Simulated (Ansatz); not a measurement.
# doublet C2F4O+ at 6 levels

Aim: a comparison of 6 runs (UHF/STO-3G, UHF/3-21G, U-revPBE/cc-pVDZ, U-wB97X/cc-pVDZ, UCAM-B3LYP/cc-pVDZ, UCCSD/cc-pVDZ) of doublet C2F4O+. 

The calculation is run with Ansatz 0.2.0.

51 further runs of the same task are left out: 51 set aside as unsound or not needed.

## Step 1: The system as given

The species is C2F4O+ (7 atoms), meant as a doublet with charge +1. As SMILES of the parent species, `O=C(F)C(F)(F)F`. The shape is that of a PBE0-D4/def2-TZVP optimisation. That shape belongs to the parent species and isn't relaxed for this state.

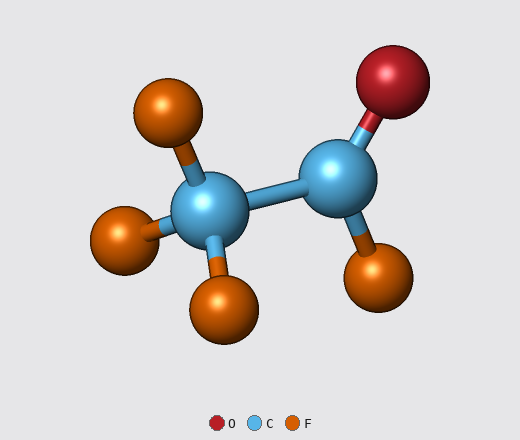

Viewed from a chosen angle; oxygen red, carbon blue, fluorine orange.

## Step 2: A single-point energy at UHF/STO-3G (run 1)

run.yaml reads:

```yaml
crystal:
  periodic: [false, false, false]
  atoms:
    - {symbol: O, position_ang: [1.061180, -1.396170, 0.701140]}
    - {symbol: C, position_ang: [0.088980, -0.798110, 0.435150]}
    - {symbol: F, position_ang: [-1.136840, -1.201010, 0.739860]}
    - {symbol: C, position_ang: [0.018150, 0.551850, -0.306440]}
    - {symbol: F, position_ang: [-0.697880, 0.418270, -1.418740]}
    - {symbol: F, position_ang: [-0.564330, 1.461580, 0.468830]}
    - {symbol: F, position_ang: [1.230750, 0.963590, -0.619810]}
basis:
  gaussian: {orbitals: STO-3G}
total_charge: 1
magnetization: {spin_polarized: true, initial_magnetization: 1}
hamiltonian: {xc: hf}
accuracy: high
output: {orbitals: {seedname: orbitals}}
```

Command:

```
$ ansatz run run.yaml --threads 1 --pin off --max-ram 3480MiB --events-out events.jsonl --progress --plain --runs-dir runs
```

Standard output:

```text
Warning: RAYON_NUM_THREADS=1 ignored (pool sized by the plan → 1); use --threads N
Functional definition: HF
  name "HF"
  exchange = exact_x
  correlation = 0
757 factors; integrals over basis functions are off by at most 4.2e-8 eV
mean field evaluation 1: about -14695.1873 eV, gradient 4.1e1 eV
mean field evaluation 2: about -14695.4532 eV, gradient 4.1e1 eV
mean field evaluation 4: about -14706.2053 eV, gradient 4.0e0 eV
mean field evaluation 8: about -14706.7808 eV, gradient 4.3e-1 eV
mean field evaluation 16: about -14704.4520 eV, gradient 3.2e0 eV
mean field -14706.78969635 eV, -540.4645527209 hartree, gradient 1.7e-8 eV, S^2 0.796894; 0 other end points of the search recorded, 0 dependent functions left out
reference -14706.78969635 eV, -540.4645527209 hartree; 28, 27 occupied and 7, 8 virtual orbitals, 757 factors
Total energy: -14706.78969635 eV, -540.4645527209 hartree
```

Run time: 0.81 s. Hardware: 1 thread of Arm Neoverse V2, shared host; peak memory 0.099 GiB.

## Step 3: A single-point energy at UHF/3-21G (run 2)

input.yaml reads:

```yaml
crystal:
  periodic: [false, false, false]
  atoms:
    - {symbol: O, position_ang: [1.061180, -1.396170, 0.701140]}
    - {symbol: C, position_ang: [0.088980, -0.798110, 0.435150]}
    - {symbol: F, position_ang: [-1.136840, -1.201010, 0.739860]}
    - {symbol: C, position_ang: [0.018150, 0.551850, -0.306440]}
    - {symbol: F, position_ang: [-0.697880, 0.418270, -1.418740]}
    - {symbol: F, position_ang: [-0.564330, 1.461580, 0.468830]}
    - {symbol: F, position_ang: [1.230750, 0.963590, -0.619810]}
basis:
  gaussian:
    orbitals: 3-21G.json
total_charge: 1
magnetization:
  spin_polarized: true
  initial_magnetization: 1
hamiltonian:
  xc: hf
accuracy: high
output:
  orbitals: {seedname: orbitals}
```

The basis set 3-21G is read from a file made from the Basis Set Exchange's data (not shown).

Command:

```
$ ansatz run input.yaml --threads 1 --pin off --max-ram 3480MiB --events-out events.jsonl --progress --plain --runs-dir runs
```

Standard output:

```text
Warning: RAYON_NUM_THREADS=1 ignored (pool sized by the plan → 1); use --threads N
[... 4 set-up lines as earlier in the session ...]
1391 factors; integrals over basis functions are off by at most 5.5e-9 eV
mean field evaluation 1: about -14819.0671 eV, gradient 4.3e1 eV
mean field evaluation 2: about -14819.0718 eV, gradient 4.3e1 eV
mean field evaluation 4: about -14827.2179 eV, gradient 4.5e0 eV
mean field evaluation 8: about -14827.8943 eV, gradient 5.9e-1 eV
mean field evaluation 16: about -14827.9064 eV, gradient 1.4e-8 eV
mean field -14827.90642672 eV, -544.9155104660 hartree, gradient 9.7e-8 eV, S^2 0.780253; 0 other end points of the search recorded, 0 dependent functions left out
reference -14827.90642672 eV, -544.9155104660 hartree; 28, 27 occupied and 35, 36 virtual orbitals, 1391 factors
Total energy: -14827.90642672 eV, -544.9155104660 hartree
```

Wall time 1.6 s (1 thread of Arm Neoverse V2, shared host); peak memory 0.2 GiB.

Runs 3 to 5 aren't shown in full; the table further down has their settings and results.

## Step 4: The energy at UCCSD/cc-pVDZ (run 6)

molecule.yaml reads:

```yaml
crystal:
  periodic: [false, false, false]
  atoms:
    - {symbol: O, position_ang: [1.061180, -1.396170, 0.701140]}
    - {symbol: C, position_ang: [0.088980, -0.798110, 0.435150]}
    - {symbol: F, position_ang: [-1.136840, -1.201010, 0.739860]}
    - {symbol: C, position_ang: [0.018150, 0.551850, -0.306440]}
    - {symbol: F, position_ang: [-0.697880, 0.418270, -1.418740]}
    - {symbol: F, position_ang: [-0.564330, 1.461580, 0.468830]}
    - {symbol: F, position_ang: [1.230750, 0.963590, -0.619810]}
basis:
  gaussian:
    orbitals: cc-pVDZ
total_charge: 1
magnetization:
  spin_polarized: true
  initial_magnetization: 1
correlation:
  method: ccsd
  frozen_orbitals: {C: 1, F: 1, O: 1}
accuracy: high
scf:
  omitted_lower_state_checks: [cluster_reference, increment]
```

Command:

```
$ ansatz run molecule.yaml --threads 1 --pin off --max-ram 3480MiB --events-out events.jsonl --progress --plain --runs-dir runs
```

Standard output (excerpt; [...] marks lines left out):

```text
Warning: RAYON_NUM_THREADS=1 ignored (pool sized by the plan → 1); use --threads N
[... 2 set-up lines as earlier in the session ...]
[...]
2167 factors; integrals over basis functions are off by at most 2.9e-9 eV
[...]
mean field -14910.52544270 eV, -547.9517033021 hartree, gradient 3.4e-8 eV, S^2 0.772305; 1 other end points of the search recorded, 0 dependent functions left out
7 core orbitals not correlated: weight in the atoms' cores, before any rotation towards them, 1.000 or more for the frozen orbitals, at most 0.000 for the correlated occupied ones
reference -14910.52544270 eV, -547.9517033021 hartree; 21, 20 occupied and 70, 71 virtual orbitals, 2167 factors
second order -30.67078780 eV of doubles, -0.00000000 eV of singles
cycle   1  -30.38005230 eV  change    2.9e-1 eV  update   1.5e-1
[...]
cycle  32  -31.46744475 eV  change   -1.2e-9 eV  update   4.3e-9
Total energy: -14941.99288745 eV, -549.1081105671 hartree
Checks for a lower state left out: cluster_reference, increment
```

Wall time 3 min (1 thread of Arm Neoverse V2, shared host); peak memory 1.8 GiB.

## Step 5: The series

```tsv
run	level	frozen core orbitals	energy (Eh)	HOMO energy (eV)	LUMO energy (eV)	⟨S²⟩	wall time
1	UHF/STO-3G	–	-540.464553	-19.48	-6.34	0.797	0.81 s
2	UHF/3-21G	–	-544.915510	-23.64	-9.72	0.780	1.6 s
3	U-revPBE/cc-pVDZ	–	-550.225712	-16.45	-15.71	0.753	13 s
4	U-wB97X/cc-pVDZ	–	-550.248402	-20.98	-13.10	0.759	63 s
5	UCAM-B3LYP/cc-pVDZ	–	-550.218001	-19.98	-14.12	0.758	17 s
6	UCCSD/cc-pVDZ	7	-549.108111	–	–	0.772	3 min
```

## Step 6: Results

| quantity | value |
| --- | --- |
| run 6: total energy | -549.10811 Eh |
| run 6: correlation energy (7 core orbitals frozen) | -1156.4 mEh |
| run 6: ⟨S²⟩ of the reference determinant | 0.772 |
| run 6: T1 diagnostic | 0.028 |

In words: Totals of different functionals can't be ranked against each other. In run 1 the basis is minimal, so the values are rough. All runs together took 4.6 min, the longest 3 min.
